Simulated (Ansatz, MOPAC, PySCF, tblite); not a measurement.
Bond stretch in Cl2CrO2, SMILES [O]=[Cr](=[O])([Cl])[Cl]. The Cr1–O5 bond (Cr1 also carries Cl, Cl, O; O5 carries nothing else) is varied alone, starting from the PBE0/def2-TZVP optimised geometry.

```
5

Cr     0.0000     0.0000     0.0000
O      0.0000     1.4533    -0.4979
Cl     1.7332    -0.9738    -0.6939
Cl    -1.7333    -0.9721    -0.6959
O      0.0000     0.0000     1.5362
```

Methods: PM6, restricted, heats of formation (MOPAC); RKS-CAM-B3LYP = restricted CAM-B3LYP/def2-TZVP run with Ansatz (a quantum-chemistry and plane-wave program); UKS-M06-2X/6-31G* = unrestricted M06-2X/6-31G*, spherical d (PySCF); GFN2-xTB, 300 K electronic temperature (tblite).

Energies are in kcal/mol, each relative to the lowest point of its own curve near equilibrium.

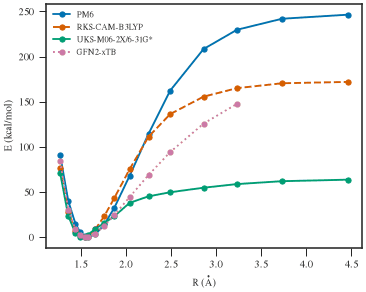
Figure. Energy against bond length for each method.

| R / Å | PM6 | RKS-CAM-B3LYP | UKS-M06-2X/6-31G* | GFN2-xTB |
|---|---|---|---|---|
| 1.27 | 90.8 | 76.8 | 71.0 | 84.0 |
| 1.36 | 40.0 | 28.2 | 23.5 | 30.2 |
| 1.44 | 14.7 | 7.1 | 4.2 | 8.5 |
| 1.49 | 5.8 | 1.4 | 0.0 | 2.3 |
| 1.54 | 1.2 | 0.0 | 0.1 | 0.0 |
| 1.58 | 0.0 | 1.3 | 2.6 | 0.1 |
| 1.66 | 2.9 | 8.6 | 9.2 | 3.8 |
| 1.76 | 14.0 | 23.4 | 15.5 | 12.4 |
| 1.87 | 32.4 | 43.2 | 23.1 | 24.3 |
| 2.04 | 67.8 | 75.2 | 37.9 | 44.4 |
| 2.25 | 114.5 | 111.2 | 45.2 | 68.9 |
| 2.49 | 162.3 | 136.3 | 49.7 | 94.2 |
| 2.86 | 208.4 | 155.6 | 54.7 | 125.7 |
| 3.23 | 229.7 | 165.0 | 58.7 | 147.6 |
| 3.73 | 241.9 | 170.4 | 61.9 | — |
| 4.46 | 246.4 | 171.9 | 63.6 | — |

At the longest distance, 4.46 Å, PM6 lies highest above its minimum (246.4 kcal/mol) and UKS-M06-2X/6-31G* lowest (63.6 kcal/mol).

Dashes: no converged value, or the column stops at the first point that the program doubted or that broke a chosen test of continuity, which isn't proof of a fault.

The restricted form behind PM6, RKS-CAM-B3LYP keeps the bonding electrons paired and can't separate into open-shell fragments. The unrestricted solution behind UKS-M06-2X/6-31G* changes between 1.87 and 2.04 Å, which can leave a kink. The unrestricted determinant behind UKS-M06-2X/6-31G* is spin-contaminated at 1.66 to 4.46 Å (<S²> up to 2.2, against 0.00 for a pure singlet).
